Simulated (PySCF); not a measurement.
| atom | x (Å) | y (Å) | z (Å) |
| --- | --- | --- | --- |
| C | 3.1090 | 0.0286 | 0.5259 |
| C | 1.6326 | 0.3070 | 0.4039 |
| O | 1.1027 | 1.3441 | 0.7807 |
| N | 0.8576 | -0.6338 | -0.1465 |
| Si | -0.8612 | -0.1348 | -0.2038 |
| C | -1.6205 | -1.6977 | -1.0195 |
| Si | -0.9354 | 1.6987 | -1.6435 |
| Si | -1.5307 | 0.0696 | 2.0202 |
| H | 3.6050 | 0.8752 | 0.9913 |
| H | 3.2676 | -0.8616 | 1.1321 |
| H | 3.5349 | -0.1436 | -0.4610 |
| H | 1.2683 | -1.4976 | -0.4617 |
| H | -1.2202 | -1.8877 | -2.0120 |
| H | -2.6919 | -1.5641 | -1.1254 |
| H | -1.4662 | -2.5939 | -0.4241 |
| H | 0.3292 | 1.9532 | -2.3441 |
| H | -1.3129 | 2.9294 | -0.9497 |
| H | -1.9362 | 1.5084 | -2.7064 |
| H | -1.8424 | 1.4527 | 2.3764 |
| H | -2.7542 | -0.7071 | 2.2802 |
| H | -0.5440 | -0.4279 | 2.9864 |

Geometry: GFN2-xTB.

All numbers below come from PBE0/pcSseg-1, SCF density, gas phase, non-relativistic (PySCF).

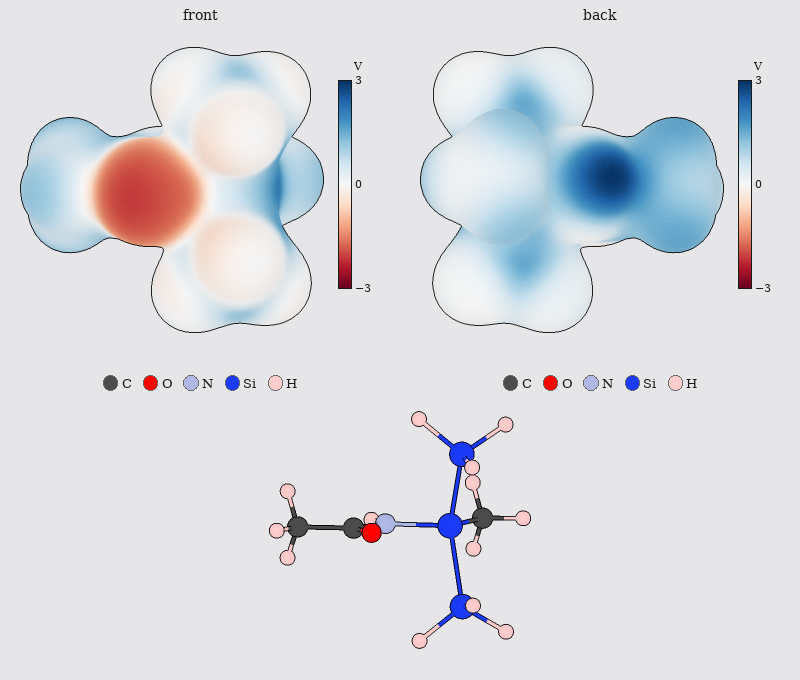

C₃H₁₃NOSi₃ (SMILES CC(=O)N[Si](C)([SiH3])[SiH3]). The molecular electrostatic potential painted on the density surface at 0.004 e/bohr³, seen from the front and from behind; red is negative and blue positive. The bare structure is drawn below in the same view.

Describe the electrostatic potential map.

The most negative region (about −2.1 V) lies over O3, the most positive (about +2.8 V) over H12. O3 is the likeliest acceptor of a hydrogen bond.

How polar is the molecule by this calculation?

Its dipole moment is 3.97 D.
